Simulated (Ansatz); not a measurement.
# Single-point calculation, with input and output: C₆H₁₂S

C₆H₁₂S, SMILES CSC1CCCC1, computed with RHF-CCSD(T), frozen core/def2-TZVPP (Ansatz 0.2.0).

The geometry comes from this level: PBE0-D4/def2-TZVP.

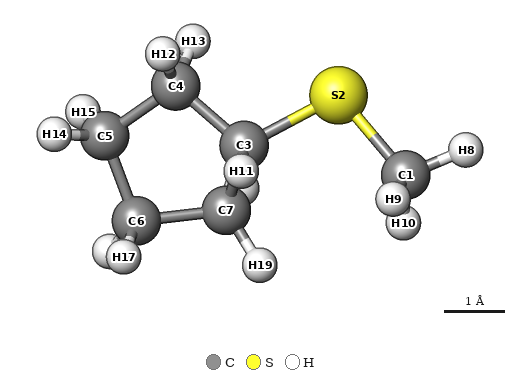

Fig. 1: The structure (ball-and-stick view, seen at a tilt; atoms are numbered from 1 in the order of the input). Bond lengths as drawn: C–C 1.52 to 1.54 Å, C–H 1.09 to 1.10 Å and C–S 1.80 Å.

## Results in brief

```json
{"quantity": "outcome", "value": "converged"}
{"quantity": "total energy", "value": "−17229.1954 eV"}
{"quantity": "mean-field energy", "value": "−17192.7249 eV"}
{"quantity": "CCSD correlation", "value": "−34.9535 eV"}
{"quantity": "(T) correction", "value": "−1.5170 eV"}
{"quantity": "T1 diagnostic", "value": "0.009"}
{"quantity": "SCF solution under orbital rotations", "value": "stable"}
{"quantity": "HOMO", "value": "−8.96 eV"}
{"quantity": "LUMO", "value": "3.60 eV"}
{"quantity": "hardware", "value": "2 CPU threads, shared host"}
{"quantity": "wall time", "value": "18 s (CPU time 13 s)"}
{"quantity": "peak memory", "value": "0.88 GiB"}
```

## Input file
```yaml
crystal:
  periodic: [false, false, false]
  atoms:
    - {symbol: C, position_ang: [1.284219, -2.263084, -1.545326]}
    - {symbol: S, position_ang: [1.244641, -0.474828, -1.714767]}
    - {symbol: C, position_ang: [0.528899, -0.007248, -0.129799]}
    - {symbol: C, position_ang: [0.509830, 1.518590, 0.011154]}
    - {symbol: C, position_ang: [-0.650444, 1.828936, 0.980487]}
    - {symbol: C, position_ang: [-1.320259, 0.478216, 1.280757]}
    - {symbol: C, position_ang: [-0.921132, -0.411007, 0.108707]}
    - {symbol: H, position_ang: [1.772914, -2.656561, -2.437240]}
    - {symbol: H, position_ang: [1.865804, -2.560810, -0.670297]}
    - {symbol: H, position_ang: [0.280712, -2.685973, -1.482349]}
    - {symbol: H, position_ang: [1.155063, -0.440200, 0.659423]}
    - {symbol: H, position_ang: [1.471455, 1.900907, 0.355868]}
    - {symbol: H, position_ang: [0.320737, 1.969385, -0.967556]}
    - {symbol: H, position_ang: [-0.301449, 2.315868, 1.892928]}
    - {symbol: H, position_ang: [-1.360973, 2.513714, 0.512534]}
    - {symbol: H, position_ang: [-2.401855, 0.559951, 1.404997]}
    - {symbol: H, position_ang: [-0.922299, 0.057801, 2.209604]}
    - {symbol: H, position_ang: [-1.510261, -0.167317, -0.781787]}
    - {symbol: H, position_ang: [-1.045613, -1.476342, 0.312663]}
basis:
  gaussian: {orbitals: def2-TZVPP}
correlation: {method: ccsd_t}
output: {orbitals: {seedname: orbitals}}
```

Launch command:
```bash
ansatz run in.yaml --threads 2 --pin off --events-out ev --progress --plain --max-ram 32768MiB --backend cuda --devices 0, --max-vram 18GiB
```

## Output
```
Functional definition: HF
  name "HF"
  cite "Fock, Z. Phys. 61, 126 (1930) doi:10.1007/BF01340294"
  parent pbe
  exchange = exact_x
  correlation = 0
2301 factors; integrals over basis functions are off by at most 1.1e-3 eV
mean field evaluation 1: about -17187.1243 eV, gradient 4.3e1 eV
mean field evaluation 2: about -17187.5055 eV, gradient 4.3e1 eV
mean field evaluation 4: about -17192.6103 eV, gradient 6.0e0 eV
mean field evaluation 8: about -17192.7244 eV, gradient 3.6e-1 eV
mean field evaluation 16: about -17187.1252 eV, gradient 4.3e1 eV
mean field -17192.72490022 eV, -631.8209864355 hartree, gradient 1.9e-6 eV, S^2 0.000000; 0 other end points of the search recorded, 0 dependent functions left out
11 core orbitals not correlated: weight in the atoms' cores, before any rotation towards them, 1.000 or more for the frozen orbitals, at most 0.000 for the correlated occupied ones
reference -17192.72490022 eV, -631.8209864355 hartree; 21, 21 occupied and 364, 364 virtual orbitals, 2301 factors
second order -33.03777229 eV of doubles, -0.00000000 eV of singles
cycle   1  -34.01335467 eV  change   -9.8e-1 eV  update   1.1e-1
cycle   2  -34.82949771 eV  change   -8.2e-1 eV  update   3.2e-2
cycle   3  -34.95779585 eV  change   -1.3e-1 eV  update   1.3e-2
cycle   4  -34.95291221 eV  change    4.9e-3 eV  update   2.8e-3
cycle   5  -34.95339186 eV  change   -4.8e-4 eV  update   1.1e-3
cycle   6  -34.95359934 eV  change   -2.1e-4 eV  update   2.7e-4
cycle   7  -34.95348181 eV  change    1.2e-4 eV  update   1.1e-4
cycle   8  -34.95346849 eV  change    1.3e-5 eV  update   3.9e-5
```

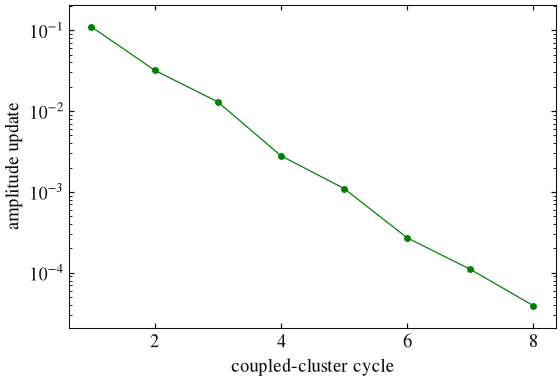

Fig. 2: Convergence of the coupled-cluster equations: amplitude update against the coupled-cluster cycle. The residual falls at every step.

```
perturbative correction -1.51699644 eV, -0.0557485907 hartree
Total energy: -17229.19536514 eV, -633.1612513009 hartree
```

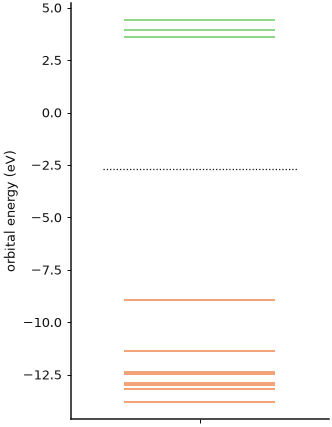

Fig. 3: Orbital energies near the frontier; the dotted line parts filled from empty levels, and levels within 0.02 eV of each other stand side by side. Highest filled −8.96 eV, lowest empty 3.60 eV, 12.56 eV apart.
